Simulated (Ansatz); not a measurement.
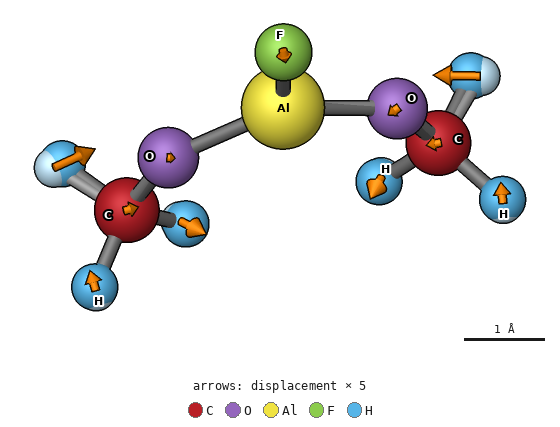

A relaxation of C2H6AlFO2. The starting structure is drawn faded, the final one solid; orange arrows show the displacements, magnified 5 times. The two geometries are superimposed by the best rigid fit.

A ball-and-stick model, seen from a free direction.

The start comes from PBE-D4/def2-SVP.

Level of theory: Ansatz 0.2.0, RKS PBE0-D4/def2-TZVP.

Input file:
```yaml
crystal:
  periodic: [false, false, false]
  atoms:
    - {symbol: C, position_ang: [-1.262241, -1.613750, 0.581438]}
    - {symbol: O, position_ang: [-1.292409, -0.298674, 1.059657]}
    - {symbol: Al, position_ang: [-0.486191, 1.178393, 0.852396]}
    - {symbol: F, position_ang: [-1.021669, 2.456850, 1.776442]}
    - {symbol: O, position_ang: [0.805046, 1.492578, -0.201464]}
    - {symbol: C, position_ang: [1.601118, 0.822682, -1.138588]}
    - {symbol: H, position_ang: [-1.007219, -2.324812, 1.400104]}
    - {symbol: H, position_ang: [-0.523761, -1.774563, -0.239372]}
    - {symbol: H, position_ang: [-2.262025, -1.909428, 0.190007]}
    - {symbol: H, position_ang: [2.662331, 0.788396, -0.801420]}
    - {symbol: H, position_ang: [1.584653, 1.355912, -2.116133]}
    - {symbol: H, position_ang: [1.279266, -0.228684, -1.328868]}
basis:
  gaussian: {orbitals: def2-TZVP}
hamiltonian: {xc: pbe0, dispersion: d4}
relax: {f_tol: 0.005, max_steps: 150}
```

Command:
```bash
ansatz run in.yaml --threads 4 --pin off --events-out ev --progress --plain --max-ram 10444MiB
```

### Atoms of which element are displaced furthest, and by how much?

Hydrogen: up to 0.13 Å, against 0.04 Å for carbon.

### Describe the change and its energy.

H9 moves most after the best rigid fit: 0.13 Å. Largest moves by element: H 0.13 Å, C 0.04 Å, F 0.04 Å, O 0.04 Å, Al 0.01 Å. Near-neighbour distances that change, for instance: Al3–O5 1.696 → 1.669 Å, Al3–F4 1.666 → 1.639 Å, C1–H7 1.114 → 1.095 Å, C1–H8 1.116 → 1.097 Å. Over 11 accepted moves (12 points after the start) the energy falls by 0.074 eV. The largest force component goes from 0.63 to 0.0022 eV/Å. The line search rejected the trial step at point 10 of the run. The forces were under the threshold at step 6, but the run went on from there. The run took 19 s on 4 threads of AMD EPYC 9R45 96-Core, with other jobs on the host.
